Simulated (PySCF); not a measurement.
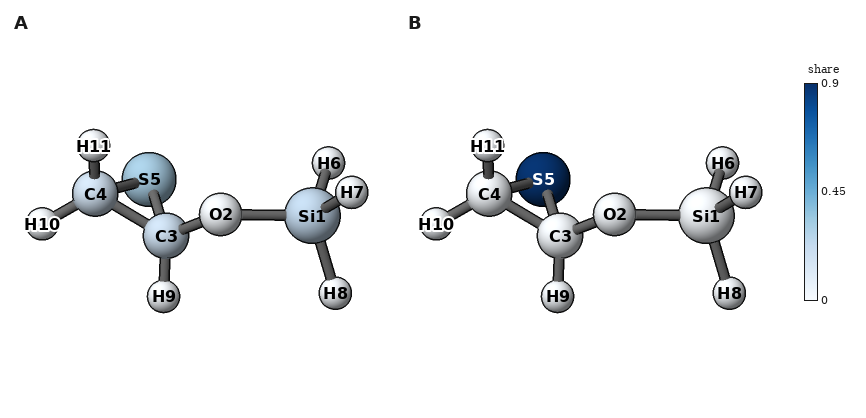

Each panel colours the atoms by their Löwdin share in one orbital (up to four of the largest shares; other atoms are shown as zero). Computed geometry: PBE0-D3(BJ)/def2-SVP optimisation. No frequency run is at hand to confirm it as a minimum. Computed with PBE0/def2-SVP (PySCF 2.14.0).

The panels show the HOMO, LUMO, in some order. Which is which?

A: LUMO, 0.39 eV; S5 0.30, Si1 0.23, C3 0.18, C4 0.16
B: HOMO, −6.64 eV; S5 0.88
